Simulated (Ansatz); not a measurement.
# SnSiH4OF (SMILES [F][SnH][O][SiH3]): UCAM-B3LYP/def2-SVP (core potential)

What is the vertical doublet–quartet gap of SnSiH4OF at UCAM-B3LYP/def2-SVP (core potential)? 

The calculation is run with Ansatz 0.2.0.

106 further runs of the same task are left out: 3 that didn't finish, 103 set aside as unsound or not needed. Runs told in other sessions of the task aren't counted.

**1. The molecule**

The species is SnSiH4OF (8 atoms), meant as a doublet with charge 0. As SMILES, `[F][SnH][O][SiH3]`. The shape is that of a PBE0-D4/def2-TZVP optimisation. This is one conformer, not always the lowest.

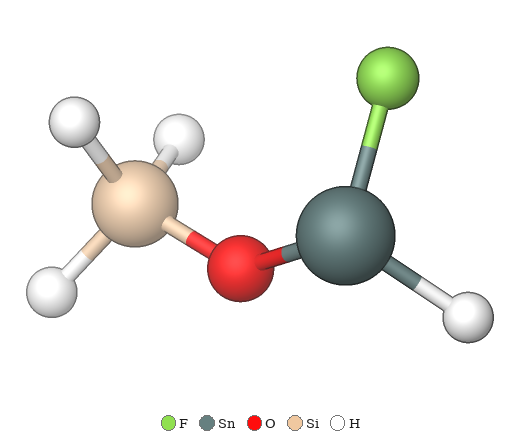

Viewed from a chosen angle; fluorine green, tin teal, oxygen red, silicon light orange, hydrogen white.

**2. The energy at UCAM-B3LYP/def2-SVP (core potential)**

Input file input.yaml:

```yaml
crystal:
  periodic: [false, false, false]
  atoms:
    - {symbol: F, position_ang: [-1.607300, 1.731700, 1.020300]}
    - {symbol: Sn, position_ang: [-0.420700, 1.874500, -0.493500]}
    - {symbol: O, position_ang: [0.210000, 0.039300, -0.694400]}
    - {symbol: Si, position_ang: [0.713800, -1.182700, 0.276900]}
    - {symbol: H, position_ang: [-1.435700, 2.176300, -1.877100]}
    - {symbol: H, position_ang: [1.729100, -1.982100, -0.456700]}
    - {symbol: H, position_ang: [-0.427200, -2.061300, 0.643600]}
    - {symbol: H, position_ang: [1.330300, -0.652900, 1.525000]}
basis:
  gaussian: {orbitals: def2-SVP}
magnetization: {spin_polarized: true, initial_magnetization: 1}
hamiltonian: {xc: {name: CAM-B3LYP}}
accuracy: high
output: {orbitals: {seedname: orbitals}}
```

Launch:

```console
$ ansatz run input.yaml --threads 1 --pin off --max-ram 3480MiB --events-out events.jsonl --progress --plain --runs-dir runs
```

Output:

```text
Warning: RAYON_NUM_THREADS=1 ignored (pool sized by the plan → 1); use --threads N
Functional definition: CAM-B3LYP
  name "CAM-B3LYP"
  parameter alpha = 0.19
  parameter beta = 0.46
  parameter omega = 0.33/bohr
  parameter ac = 0.81
  exchange = (1 - alpha - beta)*b88_x + beta*b88_x_sr(omega) + alpha*exact_x + beta*exact_x_lr(omega)
  correlation = (1 - ac)*vwn5_c + ac*lyp_c
2096 factors; integrals over basis functions are off by at most 8.4e-9 eV
456 factors; integrals over basis functions are off by at most 2.3e-9 eV
mean field evaluation 1: about -18524.1790 eV, gradient 4.3e1 eV
mean field evaluation 2: about -18510.2859 eV, gradient 7.5e1 eV
mean field evaluation 4: about -18530.8063 eV, gradient 5.1e0 eV
mean field evaluation 8: about -18530.9967 eV, gradient 1.7e-1 eV
mean field evaluation 16: about -18530.9973 eV, gradient 6.9e-4 eV
mean field -18530.99725165 eV, -681.0015882370 hartree, gradient 6.1e-8 eV, S^2 0.756502; 0 other end points of the search recorded, 0 dependent functions left out
reference -18530.99727244 eV, -681.0015890010 hartree; 29, 28 occupied and 63, 64 virtual orbitals, 2096 factors
Total energy: -18530.99727244 eV, -681.0015890010 hartree
```

Wall time 22 s (1 thread of Arm Neoverse V1, shared host); peak memory 0.58 GiB.

**3. The quartet at the same level**

input.yaml: that of step 2 with these lines changed.

```diff
@@ -12,6 +12,10 @@
 basis:
-  gaussian: {orbitals: def2-SVP}
-magnetization: {spin_polarized: true, initial_magnetization: 1}
-hamiltonian: {xc: {name: CAM-B3LYP}}
+  gaussian:
+    orbitals: def2-SVP
+magnetization:
+  spin_polarized: true
+  initial_magnetization: 3
+output: {orbitals: {seedname: orbitals}}
 accuracy: high
-output: {orbitals: {seedname: orbitals}}
+hamiltonian:
+  xc: {name: CAM-B3LYP}
```

Launch:

```console
$ ansatz run input.yaml --threads 1 --pin off --max-ram 3480MiB --events-out events.jsonl --progress --plain --runs-dir runs
```

Output (excerpt; [...] marks lines left out):

```text
Warning: RAYON_NUM_THREADS=1 ignored (pool sized by the plan → 1); use --threads N
Functional definition: CAM-B3LYP
  name "CAM-B3LYP"
[...]
2096 factors; integrals over basis functions are off by at most 8.4e-9 eV
456 factors; integrals over basis functions are off by at most 2.3e-9 eV
[...]
mean field -18523.99170367 eV, -680.7441390972 hartree, gradient 9.8e-8 eV, S^2 3.762939; 6 other end points of the search recorded, 0 dependent functions left out
reference -18523.99172475 eV, -680.7441398719 hartree; 30, 27 occupied and 62, 65 virtual orbitals, 2096 factors
Total energy: -18523.99172475 eV, -680.7441398719 hartree
```

It took 65 s on 1 thread of Arm Neoverse V1, shared host; peak memory 0.62 GiB.

**4. Summary of results**

Level: UCAM-B3LYP/def2-SVP (core potential).

```
                                        quantity          value
                           doublet: total energy  -681.00159 Eh
     doublet: HOMO energy (highest over α and β)       -8.33 eV
      doublet: LUMO energy (lowest over α and β)       -3.12 eV
                                   doublet: ⟨S²⟩          0.757
                           quartet: total energy  -680.74414 Eh
     quartet: HOMO energy (highest over α and β)       -3.09 eV
                                   quartet: ⟨S²⟩          3.763
vertical energy of the quartet above the doublet       7.006 eV
```

At this shape the quartet lies 7.01 eV (676 kJ/mol) above the doublet.
